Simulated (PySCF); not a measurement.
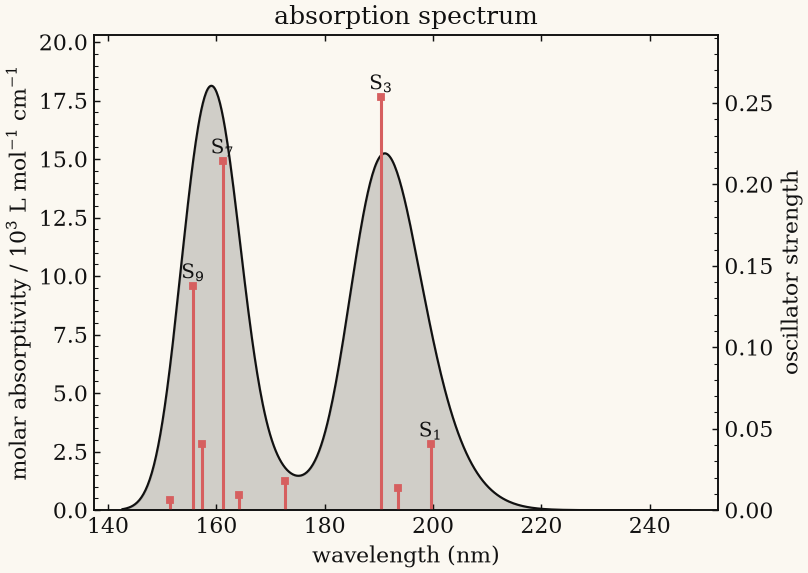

Vertical TDDFT excitations, B3LYP/def2-SVPD in PySCF, at a PBE0-D3(BJ)/def2-SVP geometry (no frequency check), gas phase. Only the first 10 singlet excitations are included; each is broadened by a Gaussian of 1/e half-width 0.30 eV. Sticks give oscillator strengths (right axis). States within 0.01 eV of each other are merged, with their strengths summed. The highest state may be half of a pair whose partner wasn't computed.

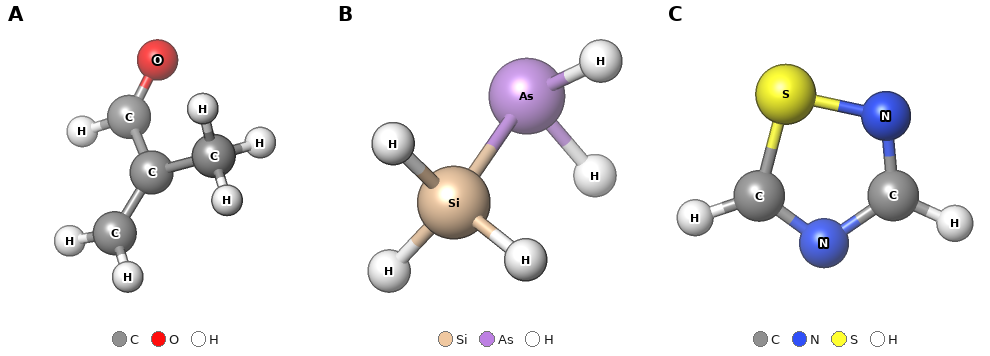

Whose absorption spectrum is this? Choose among the lettered structures.

Structure B, SiAsH₅, SMILES [SiH3][AsH2]. Its lowest singlet lies at 6.21 eV (f = 0.041) and the brightest of those computed is S3 at 6.51 eV (190 nm), f = 0.254, mainly HOMO → LUMO (65 %).

Known limits of this run: states above the negative HOMO energy depend on the basis; core orbitals are frozen in the response.
